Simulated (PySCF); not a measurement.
**Al2H6S2 (SMILES [AlH2-]1[SH+][AlH2-][SH+]1): BLYP/6-31G**

What is the vertical ionisation energy of Al2H6S2 at BLYP/6-31G? 

The results are computed with PySCF 2.14.0.

1 further run of the same task is left out (set aside as unsound or not needed).

**1. The structure to begin with**

Al2H6S2 has 10 atoms, charge 0, and is taken as a singlet. SMILES: `[AlH2-]1[SH+][AlH2-][SH+]1`. The shape is that of a PBE0-D4/def2-TZVP optimisation.

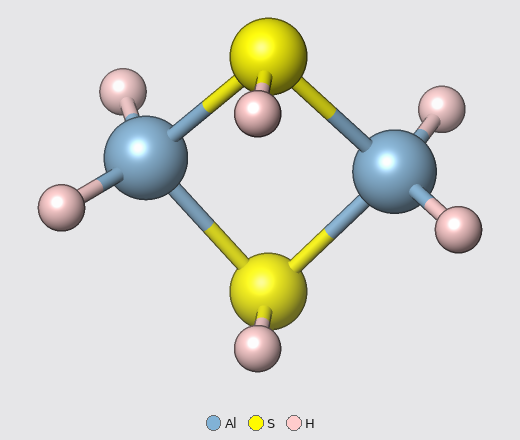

The structure, seen from a chosen angle (aluminium light blue, sulfur yellow, hydrogen pink).

**2. The energy at BLYP/6-31G**

run.py reads:

```python
# [AlH2-]1[SH+][AlH2-][SH+]1
from pyscf import gto, dft

mol = gto.Mole()
mol.atom = '''
Al    -1.656723     2.157311    -1.316194
S      1.091128     2.218349     2.226475
Al     0.706569    -2.239892     1.943583
S     -1.339438    -2.255199    -2.046195
H     -0.336560     3.599172    -3.578763
H     -4.402117     2.618782    -0.239995
H      3.230676     2.357244     0.862660
H      3.435522    -3.419459     1.624409
H     -1.372886    -3.017893     3.938378
H      0.800866    -2.115359    -3.408877
'''
mol.verbose = 3
mol.basis = '6-31g'
mol.max_memory = 1860
mol.spin = 0
mol.unit = 'bohr'
mol.build()

mf = dft.RKS(mol, xc='blyp')
mf.grids.level = 4
mf.conv_tol = 1e-10
mf.kernel()
if not mf.converged:
    mf = mf.newton().run(mf.mo_coeff, mf.mo_occ)

etot = mf.e_tot
print('E(%s) = %.9f' % ('BLYP', etot))
```

Run with:

```
$ OMP_NUM_THREADS=1 python run.py
```

Output:

```text
converged SCF energy = -1284.74860200198
E(BLYP) = -1284.748602002
```

It took 11 s on 1 thread of Arm Neoverse V2, shared host; peak memory 0.35 GiB.

**3. The doublet cation**

job.py reads:

```python
from pyscf import gto, dft

molecule = gto.Mole()
molecule.atom = '''
Al    -1.656723     2.157311    -1.316194
S      1.091128     2.218349     2.226475
Al     0.706569    -2.239892     1.943583
S     -1.339438    -2.255199    -2.046195
H     -0.336560     3.599172    -3.578763
H     -4.402117     2.618782    -0.239995
H      3.230676     2.357244     0.862660
H      3.435522    -3.419459     1.624409
H     -1.372886    -3.017893     3.938378
H      0.800866    -2.115359    -3.408877
'''
molecule.charge = 1
molecule.max_memory = 1860
molecule.spin = 1
molecule.basis = '6-31g'
molecule.verbose = 4
molecule.unit = 'bohr'
molecule.build()

mf = dft.UKS(molecule)
mf.xc = 'blyp'
mf.conv_tol = 1e-10
mf.grids.level = 4
mf.kernel()
if not mf.converged:
    mf = mf.newton().run(mf.mo_coeff, mf.mo_occ)

e_tot = mf.e_tot
print(f'total energy: {e_tot:.8f} hartree')
```

Run with:

```
$ OMP_NUM_THREADS=1 python job.py
```

Output:

```text
PySCF version 2.14.0

[... 61 lines left out ...]
WARN: HOMO -0.293078432742619 >= LUMO -0.293078432742618
[... 78 lines left out ...]
converged SCF energy = -1284.39105211258  <S^2> = 0.75232659  2S+1 = 2.0023252
total energy: -1284.39105211 hartree
```

It took 31 s on 1 thread of Arm Neoverse V2, shared host; peak memory 0.38 GiB.

**4. Summary of results**

At BLYP/6-31G:

```
                                          quantity           value
                     singlet Al2H6S2: total energy  -1284.74860 Eh
                    singlet Al2H6S2: dipole moment          2.49 D
                      singlet Al2H6S2: HOMO energy        -7.19 eV
                      singlet Al2H6S2: LUMO energy        -1.32 eV
                    singlet Al2H6S2: HOMO–LUMO gap         5.87 eV
                      doublet cation: total energy  -1284.39105 Eh
doublet cation: HOMO energy (highest over α and β)       -12.41 eV
 doublet cation: LUMO energy (lowest over α and β)       -12.27 eV
                              doublet cation: ⟨S²⟩           0.752
vertical ionisation energy (to the doublet cation)        9.729 eV
```

The vertical ionisation energy comes to 9.73 eV (224 kcal/mol). The negative HOMO energy of the first species, 7.19 eV, lies 2.54 eV below that difference. Mulliken charges (doublet cation) run from -0.08 on S2 to +0.46 on Al1.
